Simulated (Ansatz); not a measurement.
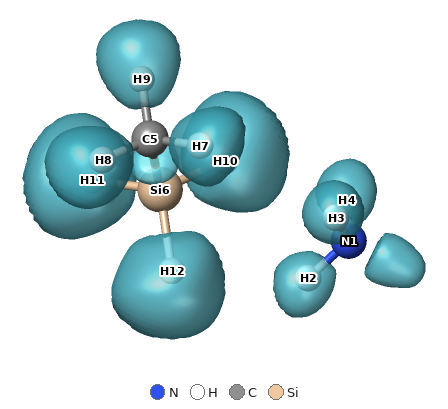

Figure. NH$_{3}$···CH$_{6}$Si (SMILES N.C[SiH3]). Isosurface of the electron localisation function at 0.9 (cyan), seen at an oblique angle. Only the valence region is drawn (cores and ρ < 0.01 e/Å³ removed).

Geometry: PBE0-D4/def2-TZVP.

Theory: RKS PBE0-D4/def2-TZVPPD (Ansatz 0.2.0).

The calculation's input:

```
crystal:
  periodic: [false, false, false]
  atoms:
    - {symbol: N, position_ang: [-0.124673, 0.043765, -2.614500]}
    - {symbol: H, position_ang: [0.795081, 0.042608, -2.191243]}
    - {symbol: H, position_ang: [-0.566997, 0.923933, -2.382012]}
    - {symbol: H, position_ang: [-0.659041, -0.693874, -2.172551]}
    - {symbol: C, position_ang: [-0.478401, 0.770293, 1.313362]}
    - {symbol: Si, position_ang: [0.558231, -0.762126, 1.042989]}
    - {symbol: H, position_ang: [-0.806756, 1.184234, 0.357757]}
    - {symbol: H, position_ang: [0.092936, 1.537959, 1.839715]}
    - {symbol: H, position_ang: [-1.365047, 0.539369, 1.907802]}
    - {symbol: H, position_ang: [-0.219654, -1.806931, 0.322418]}
    - {symbol: H, position_ang: [1.006412, -1.332566, 2.341886]}
    - {symbol: H, position_ang: [1.768111, -0.446761, 0.234574]}
basis:
  gaussian: {orbitals: "def2-TZVPPD.json"}
hamiltonian: {xc: pbe0, dispersion: d4}
output: {orbitals: {seedname: orbitals}}
```

Launched as:

```sh
ansatz run in.yaml --threads 4 --pin off --events-out ev --progress --plain --max-ram 9574MiB
```

Where are the electrons localised?

The ELF exceeds this value in one region between bonded C–Si atoms (shared pairs), nine regions around hydrogen nuclei and one lobe on N, pointing away from the bonds (lone pairs). Along the contacts the grid gives the following. Si6···H2 (3.34 Å): the ELF dips to about 0 between them (a non-bonded, intermolecular contact). C–Si (1.87 Å): the ELF peaks at about 0.95 between the atoms; localised, covalent bonding.
